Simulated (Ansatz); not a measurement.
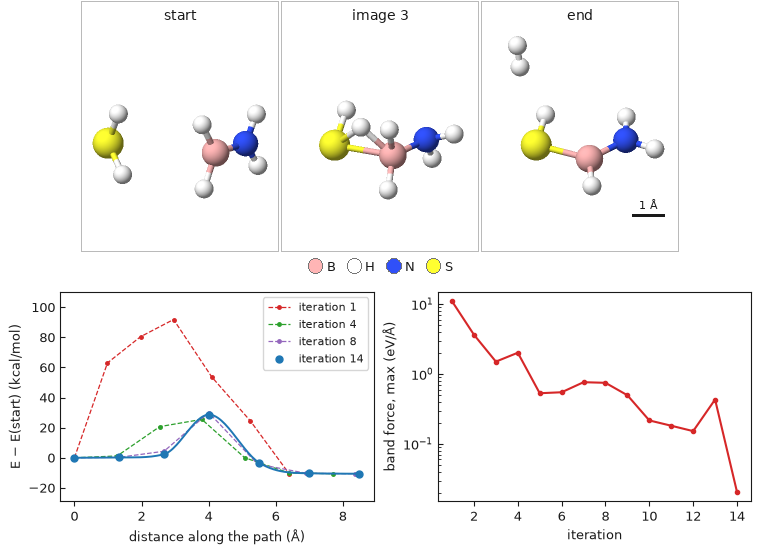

NEB run on BNH6S, made up at the start of BNH4 and H2S. Images are numbered from 0 (start) to 6 (end). The plot follows the band through its iterations. Style: ball-and-stick. Shown face on.

Computed with RKS PBE0/def2-SVP (Ansatz). Run with 5 movable images; climbing image; force threshold 0.03 eV/Å; iteration limit 60; starting path through a guess of the saddle point.

Judge this run.

Answer. The result is final at these settings. The band converged in 14 iterations. The largest component of the band force went from 11 to 0.021 eV/Å. The climbing image converged on the top of the path. Its vibrational analysis gives one imaginary mode (776i cm⁻¹), as a transition state must have. The first iteration put the highest image at 91.9 kcal/mol. The highest point, image 3, lies 28.7 kcal/mol above the start and 39.2 kcal/mol above the end; the end is at −10.6 kcal/mol relative to the start.

Limits of the set-up: the start holds two separate molecules, 2.7 Å apart at their closest, whose relative position is a soft coordinate and is computed without a dispersion correction.

The run took 2.9 min on 1 thread of Arm Neoverse V1, on a shared host, peak memory 0.16 GiB.
